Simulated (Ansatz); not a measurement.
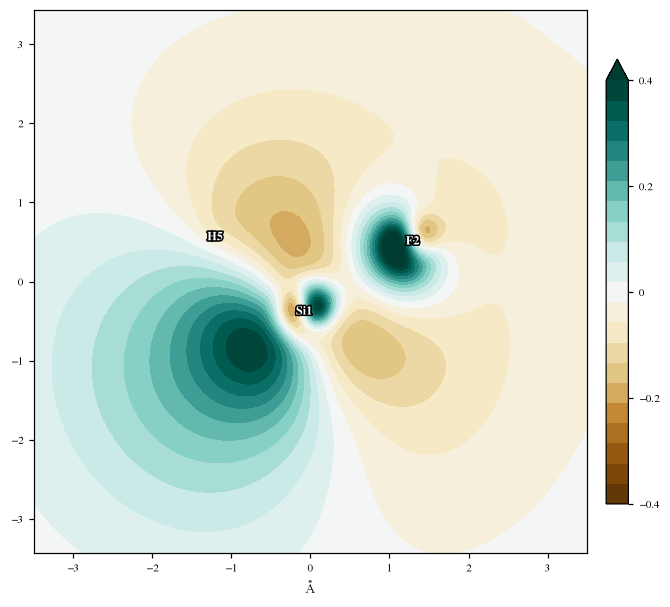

Figure. FH3Si. One frontier orbital on the plane of atoms F2, Si1 and H5 (values in Å⁻³ᐟ²; the overall sign is arbitrary).

Geometry: PBE0-D4/def2-TZVP.

All numbers below come from RKS PBE0-D4/def2-TZVPPD in Ansatz.

```xyz
5

Si    0.0871   -0.1536   -1.9576
F    -0.3379    0.6817   -0.6291
H     1.5499   -0.3533   -1.9070
H    -0.3099    0.6839   -3.1099
H    -0.6513   -1.4327   -1.9329
```

### Which orbital is it: HOMO or LUMO?

The LUMO, at −0.41 eV. Its weight (Hirshfeld) is mainly on Si1 (about 70 %), F2 (about 10 %), H3 (about 10 %), H4 (about 10 %) and H5 (about 10 %).
